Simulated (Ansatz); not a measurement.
## Run report: C$_{2}$H$_{5}$FSi, geometry relaxation

C$_{2}$H$_{5}$FSi, computed with PBE/def2-SVP, RKS (Ansatz 0.2.0).

The geometry comes from this level: PBE0-D4/def2-TZVP. Figures and captions count atoms from 1; the log counts them from 0 in places.

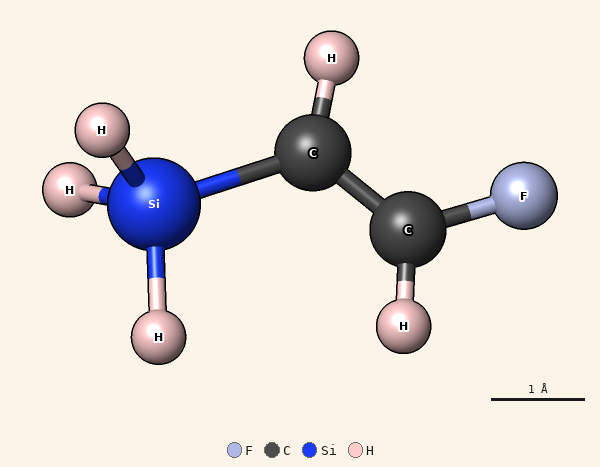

**Figure 1.** The input geometry (ball-and-stick view, seen at a tilt). Bond lengths as drawn: C–C 1.32 Å, C–F 1.34 Å, C–H 1.09 Å, C–Si 1.85 Å and H–Si 1.49 Å.

## The input
```yaml
crystal:
  periodic: [false, false, false]
  atoms:
    - {symbol: F, position_ang: [-1.259900, 2.360900, 0.506400]}
    - {symbol: C, position_ang: [-0.578300, 1.355000, -0.048000]}
    - {symbol: C, position_ang: [-0.336700, 0.219900, 0.584900]}
    - {symbol: Si, position_ang: [0.614100, -1.145000, -0.228900]}
    - {symbol: H, position_ang: [-0.264200, 1.599600, -1.058100]}
    - {symbol: H, position_ang: [-0.716100, 0.118100, 1.598600]}
    - {symbol: H, position_ang: [1.843700, -1.465600, 0.542800]}
    - {symbol: H, position_ang: [-0.206700, -2.381600, -0.316300]}
    - {symbol: H, position_ang: [0.992500, -0.707600, -1.598500]}
basis:
  gaussian:
    orbitals: def2-SVP
hamiltonian:
  xc: {name: PBE}
relax:
  f_tol: 0.002
output: {orbitals: {seedname: orbitals}}
```

Run as:
```bash
ansatz run job.yaml --threads 1 --pin off --max-ram 3480MiB --events-out events.jsonl --progress --plain --runs-dir runs
```

## Output
```
The last accepted step is kept in runs//last_step.txt (removed where the run ends without a failure and the disk answers)
Functional definition: PBE
  name "PBE"
  parameter kappa = 0.804
  parameter beta = 0.06672455060314922
  exchange = pbe_x(kappa = kappa, mu = beta*pi^2/3)
  correlation = pbe_c(beta = beta)
950 factors; their error is unknown
mean field evaluation 1: about -12727.2266 eV, gradient 4.8e1 eV
mean field evaluation 2: about -12718.0790 eV, gradient 7.1e1 eV
mean field evaluation 4: about -12733.1217 eV, gradient 6.3e0 eV
mean field evaluation 8: about -12733.2267 eV, gradient 1.1e-1 eV
mean field evaluation 16: about -12733.1604 eV, gradient 5.2e-5 eV
mean field -12733.16037529 eV, -467.9350129460 hartree, gradient 5.2e-5 eV, S^2 0.000000; 0 other end points of the search recorded, 0 dependent functions left out
the calculation of the forces begins
reference -12733.16040614 eV, -467.9350140796 hartree; 20, 20 occupied and 65, 65 virtual orbitals, 950 factors
relax step   1: F+E_penalty+E_count = -12733.16037529 eV  Δ(F+E_penalty+E_count) = +0.000e0 eV  max|allowed force component| = 8.442e-1 eV/Å  Δτ_max = 0.0000 Å  (26 SCF iters, accepted)
these checks for a lower state are left out or cut short: starts, cluster_reference, orbital_swaps, neighbouring_geometries, increment
950 factors; their error is unknown
mean field -12733.20040616 eV, -467.9364840533 hartree, gradient 1.5e-5 eV, S^2 0.000000; 0 other end points of the search recorded, 0 dependent functions left out
the calculation of the forces begins
reference -12733.20043729 eV, -467.9364851973 hartree; 20, 20 occupied and 65, 65 virtual orbitals, 950 factors
relax step   2: F+E_penalty+E_count = -12733.20040616 eV  Δ(F+E_penalty+E_count) = -4.003e-2 eV  max|allowed force component| = 1.713e-1 eV/Å  Δτ_max = 0.0297 Å  (31 SCF iters, accepted)
these checks for a lower state are left out or cut short: starts, cluster_reference, orbital_swaps, neighbouring_geometries, increment
950 factors; their error is unknown
mean field -12733.20355876 eV, -467.9365999089 hartree, gradient 1.5e-5 eV, S^2 0.000000; 0 other end points of the search recorded, 0 dependent functions left out
the calculation of the forces begins
reference -12733.20358997 eV, -467.9366010560 hartree; 20, 20 occupied and 65, 65 virtual orbitals, 950 factors
relax step   3: F+E_penalty+E_count = -12733.20355876 eV  Δ(F+E_penalty+E_count) = -3.153e-3 eV  max|allowed force component| = 2.137e-2 eV/Å  Δτ_max = 0.0125 Å  (31 SCF iters, accepted)
these checks for a lower state are left out or cut short: starts, cluster_reference, orbital_swaps, neighbouring_geometries, increment
950 factors; their error is unknown
mean field evaluation 32: about -12733.2691 eV, gradient 2.5e-1 eV
mean field -12733.20362852 eV, -467.9366024726 hartree, gradient 9.5e-6 eV, S^2 0.000000; 0 other end points of the search recorded, 0 dependent functions left out
the calculation of the forces begins
reference -12733.20365974 eV, -467.9366036200 hartree; 20, 20 occupied and 65, 65 virtual orbitals, 950 factors
relax step   4: F+E_penalty+E_count = -12733.20362852 eV  Δ(F+E_penalty+E_count) = -6.976e-5 eV  max|allowed force component| = 1.424e-2 eV/Å  Δτ_max = 0.0037 Å  (23 SCF iters, accepted)
these checks for a lower state are left out or cut short: starts, cluster_reference, orbital_swaps, neighbouring_geometries, increment
950 factors; their error is unknown
mean field -12733.20366313 eV, -467.9366037445 hartree, gradient 1.3e-5 eV, S^2 0.000000; 0 other end points of the search recorded, 0 dependent functions left out
the calculation of the forces begins
reference -12733.20369436 eV, -467.9366048922 hartree; 20, 20 occupied and 65, 65 virtual orbitals, 950 factors
relax step   5: F+E_penalty+E_count = -12733.20366313 eV  Δ(F+E_penalty+E_count) = -3.461e-5 eV  max|allowed force component| = 5.349e-3 eV/Å  Δτ_max = 0.0049 Å  (23 SCF iters, accepted)
these checks for a lower state are left out or cut short: starts, cluster_reference, orbital_swaps, neighbouring_geometries, increment
950 factors; their error is unknown
mean field -12733.20366531 eV, -467.9366038247 hartree, gradient 4.1e-5 eV, S^2 0.000000; 0 other end points of the search recorded, 0 dependent functions left out
the calculation of the forces begins
reference -12733.20369654 eV, -467.9366049725 hartree; 20, 20 occupied and 65, 65 virtual orbitals, 950 factors
relax step   6: F+E_penalty+E_count = -12733.20366531 eV  Δ(F+E_penalty+E_count) = -2.184e-6 eV  max|allowed force component| = 4.412e-3 eV/Å  Δτ_max = 0.0007 Å  (19 SCF iters, accepted)
these checks for a lower state are left out or cut short: starts, cluster_reference, orbital_swaps, neighbouring_geometries, increment
950 factors; their error is unknown
mean field -12733.20366589 eV, -467.9366038461 hartree, gradient 2.1e-5 eV, S^2 0.000000; 0 other end points of the search recorded, 0 dependent functions left out
the calculation of the forces begins
reference -12733.20369712 eV, -467.9366049939 hartree; 20, 20 occupied and 65, 65 virtual orbitals, 950 factors
relax step   7: F+E_penalty+E_count = -12733.20366589 eV  Δ(F+E_penalty+E_count) = -5.814e-7 eV  max|allowed force component| = 1.744e-4 eV/Å  Δτ_max = 0.0002 Å  (18 SCF iters, accepted)
950 factors; their error is unknown
mean field evaluation 64: about -12733.2037 eV, gradient 5.0e-2 eV
```

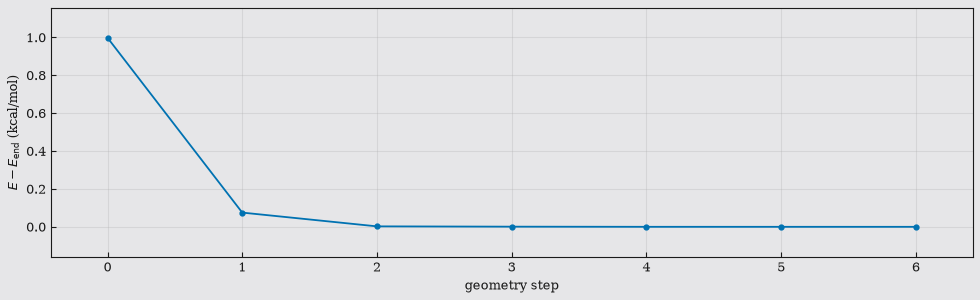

**Figure 2.** Progress of the relaxation, step by step (the first geometry is step 0 here and step 1 in the log).

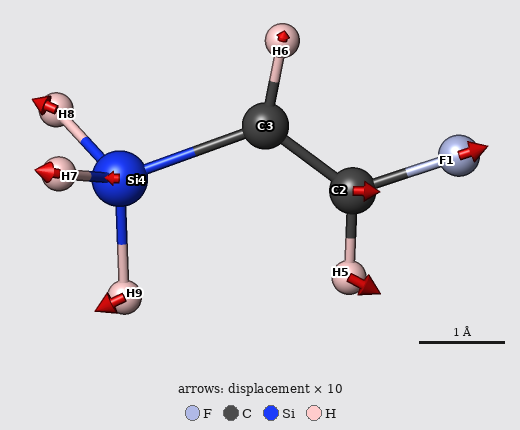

**Figure 3.** The starting structure with the displacements as red arrows, magnified 10 times (ball-and-stick view, seen at a tilt). The two geometries are laid on each other by the best rigid fit. H5 moves most after the best rigid fit: 0.044 Å. Largest moves by element: H 0.044 Å, F 0.037 Å, C 0.033 Å, Si 0.018 Å. Among the contacts that change: C2–C3 1.322 → 1.344 Å, C2–H5 1.086 → 1.105 Å, Si4–H7 1.487 → 1.506 Å, C3–Si4 1.852 → 1.870 Å. After 6 geometry steps the energy has fallen by 1.00 kcal/mol. Largest force component: 0.84 eV/Å at the start, 0.00017 eV/Å at the end. (Atoms are counted from 1 in the order of the input.)

```
mean field -12733.20366589 eV, -467.9366038461 hartree, gradient 2.1e-5 eV, S^2 0.000000; 1 other end points of the search recorded, 0 dependent functions left out
the calculation of the forces begins
reference -12733.20369712 eV, -467.9366049939 hartree; 20, 20 occupied and 65, 65 virtual orbitals, 950 factors
Total energy: -12733.20369712 eV, -467.9366049939 hartree
Atom 0 at    -1.279100     2.389150     0.521894 Å, force     0.000130    -0.000049    -0.000126 eV/Å
Atom 1 at    -0.592875     1.385043    -0.045391 Å, force    -0.000119     0.000174     0.000001 eV/Å
Atom 2 at    -0.336927     0.224262     0.581023 Å, force    -0.000019     0.000114     0.000072 eV/Å
Atom 3 at     0.621947    -1.161577    -0.230065 Å, force     0.000078     0.000098    -0.000174 eV/Å
Atom 4 at    -0.275700     1.639334    -1.073252 Å, force    -0.000060    -0.000071     0.000108 eV/Å
Atom 5 at    -0.720789     0.117106     1.611296 Å, force     0.000007    -0.000147    -0.000047 eV/Å
Atom 6 at     1.865681    -1.489382     0.552794 Å, force     0.000038    -0.000059     0.000052 eV/Å
Atom 7 at    -0.207425    -2.415356    -0.315964 Å, force    -0.000032    -0.000045     0.000045 eV/Å
Atom 8 at     1.013587    -0.734880    -1.619436 Å, force    -0.000024    -0.000015     0.000068 eV/Å
Dipole moment:     0.044562    -0.034649    -0.069399 e Å
```

## Trajectory as extended XYZ (Å, eV, eV/Å), 7 frames, from step=1 to step=7
```
9
Properties=species:S:1:pos:R:3:forces:R:3 step=1 energy=-12733.16037
F    -1.2599    2.3609    0.5064   -0.2086   0.3483   0.1267
C    -0.5783    1.3550   -0.0480   -0.3397   0.7747  -0.0158
C    -0.3367    0.2199    0.5849    0.3283  -0.8442   0.1173
Si    0.6141   -1.1450   -0.2289   -0.0052  -0.0449   0.0551
H    -0.2642    1.5996   -1.0581    0.2110   0.1331  -0.6448
H    -0.7161    0.1181    1.5986   -0.2062  -0.0516   0.5469
H     1.8437   -1.4656    0.5428    0.2943  -0.0964   0.1580
H    -0.2067   -2.3816   -0.3163   -0.1663  -0.3012  -0.0353
H     0.9925   -0.7076   -1.5985    0.0924   0.0823  -0.3079
9
Properties=species:S:1:pos:R:3:forces:R:3 step=2 energy=-12733.20041
F    -1.2722    2.3835    0.5116   -0.0507   0.0777   0.0377
C    -0.5877    1.3754   -0.0474   -0.1010   0.1709   0.0607
C    -0.3385    0.2225    0.5866    0.0743  -0.1453  -0.0232
Si    0.6173   -1.1553   -0.2257    0.0374  -0.0571  -0.0295
H    -0.2707    1.6259   -1.0704    0.0658   0.0128  -0.1713
H    -0.7213    0.1174    1.6117   -0.0649  -0.0003   0.1553
H     1.8618   -1.4862    0.5454    0.0685  -0.0138   0.0519
H    -0.2031   -2.4087   -0.3198   -0.0535  -0.0679   0.0007
H     1.0028   -0.7207   -1.6090    0.0242   0.0230  -0.0824
9
Properties=species:S:1:pos:R:3:forces:R:3 step=3 energy=-12733.20356
F    -1.2769    2.3893    0.5165    0.0015  -0.0040   0.0029
C    -0.5910    1.3819   -0.0459   -0.0210   0.0214   0.0197
C    -0.3381    0.2229    0.5852    0.0042   0.0102  -0.0185
Si    0.6208   -1.1600   -0.2290    0.0119  -0.0212  -0.0055
H    -0.2729    1.6336   -1.0740    0.0068  -0.0109  -0.0020
H    -0.7226    0.1171    1.6152   -0.0021   0.0041   0.0007
H     1.8666   -1.4890    0.5506   -0.0034   0.0012  -0.0023
H    -0.2067   -2.4151   -0.3181    0.0021   0.0038   0.0001
H     1.0092   -0.7270   -1.6177    0.0000  -0.0046   0.0049
9
Properties=species:S:1:pos:R:3:forces:R:3 step=4 energy=-12733.20363
F    -1.2778    2.3900    0.5185    0.0009  -0.0086  -0.0011
C    -0.5926    1.3832   -0.0457   -0.0001   0.0126   0.0122
C    -0.3380    0.2237    0.5839    0.0026   0.0019  -0.0142
Si    0.6213   -1.1609   -0.2293    0.0007  -0.0035   0.0002
H    -0.2735    1.6357   -1.0735   -0.0017  -0.0062   0.0013
H    -0.7222    0.1177    1.6141    0.0000   0.0011  -0.0015
H     1.8667   -1.4896    0.5509   -0.0028   0.0017   0.0005
H    -0.2064   -2.4158   -0.3177    0.0001   0.0025   0.0014
H     1.0109   -0.7303   -1.6181    0.0002  -0.0015   0.0012
9
Properties=species:S:1:pos:R:3:forces:R:3 step=5 energy=-12733.20366
F    -1.2789    2.3892    0.5214   -0.0016   0.0002   0.0035
C    -0.5928    1.3847   -0.0453    0.0012  -0.0003  -0.0025
C    -0.3370    0.2240    0.5813   -0.0029   0.0053   0.0012
Si    0.6220   -1.1615   -0.2302   -0.0015   0.0007   0.0026
H    -0.2756    1.6390   -1.0732    0.0010  -0.0025   0.0002
H    -0.7210    0.1172    1.6117    0.0018  -0.0009  -0.0034
H     1.8655   -1.4894    0.5526    0.0028  -0.0006   0.0009
H    -0.2072   -2.4152   -0.3160   -0.0015  -0.0024  -0.0008
H     1.0133   -0.7344   -1.6194    0.0006   0.0005  -0.0018
9
Properties=species:S:1:pos:R:3:forces:R:3 step=6 energy=-12733.20366
F    -1.2791    2.3891    0.5221    0.0005   0.0009  -0.0021
C    -0.5928    1.3851   -0.0455   -0.0013  -0.0013   0.0044
C    -0.3370    0.2243    0.5810    0.0012  -0.0015  -0.0011
Si    0.6219   -1.1616   -0.2300    0.0003   0.0003  -0.0009
H    -0.2757    1.6393   -1.0733    0.0000   0.0012  -0.0012
H    -0.7208    0.1171    1.6112   -0.0003   0.0003   0.0004
H     1.8657   -1.4894    0.5528   -0.0005   0.0003  -0.0003
H    -0.2074   -2.4154   -0.3159    0.0002   0.0005   0.0000
H     1.0135   -0.7348   -1.6194   -0.0001  -0.0007   0.0008
9
Properties=species:S:1:pos:R:3:forces:R:3 step=7 energy=-12733.20367
F    -1.2791    2.3891    0.5219    0.0001   0.0000  -0.0001
C    -0.5929    1.3850   -0.0454   -0.0001   0.0002   0.0000
C    -0.3369    0.2243    0.5810    0.0000   0.0001   0.0001
Si    0.6219   -1.1616   -0.2301    0.0001   0.0001  -0.0002
H    -0.2757    1.6393   -1.0733   -0.0001  -0.0001   0.0001
H    -0.7208    0.1171    1.6113    0.0000  -0.0001   0.0000
H     1.8657   -1.4894    0.5528    0.0000  -0.0001   0.0001
H    -0.2074   -2.4154   -0.3160    0.0000   0.0000   0.0000
H     1.0136   -0.7349   -1.6194    0.0000   0.0000   0.0001
```

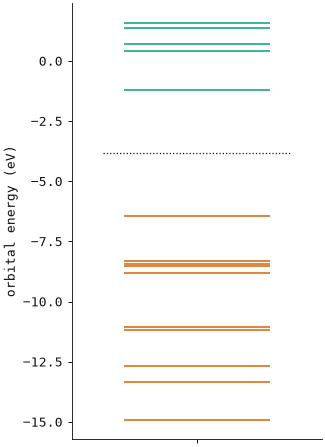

**Figure 4.** Orbital energies near the frontier; the dotted line parts filled from empty levels, and levels within 0.02 eV of each other stand side by side. Highest filled −6.46 eV, lowest empty −1.23 eV, 5.23 eV apart.

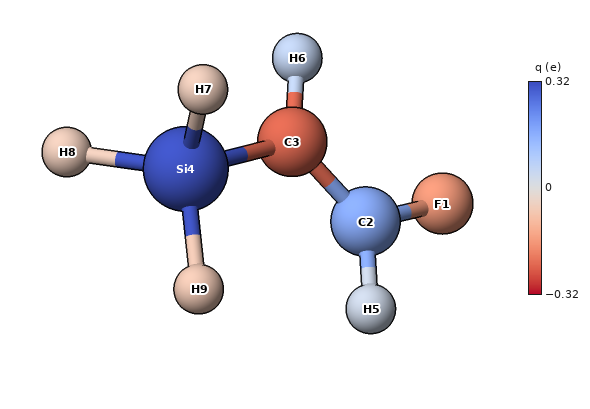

**Figure 5.** Mulliken charges, as the colour of each atom (ball-and-stick view, seen at a tilt; atoms are numbered from 1 in the order of the input; Mulliken charges depend strongly on the basis). By element: F −0.16, C −0.22 to +0.16, Si +0.30 and H −0.06 to +0.06 e.

## Key numbers

| quantity | value |
| --- | --- |
| outcome | converged |
| total energy | −467.936605 hartree |
| basis functions | 85 |
| largest force | 0.000 eV/Å |
| SCF solution under orbital rotations | stable |
| HOMO | −6.46 eV |
| LUMO | −1.23 eV |
| dipole moment | 0.43 D |
| hardware | 1 thread of Arm Neoverse V2, 24 GiB of memory available, shared host |
| wall time | 15 s |
| peak memory | 0.12 GiB |
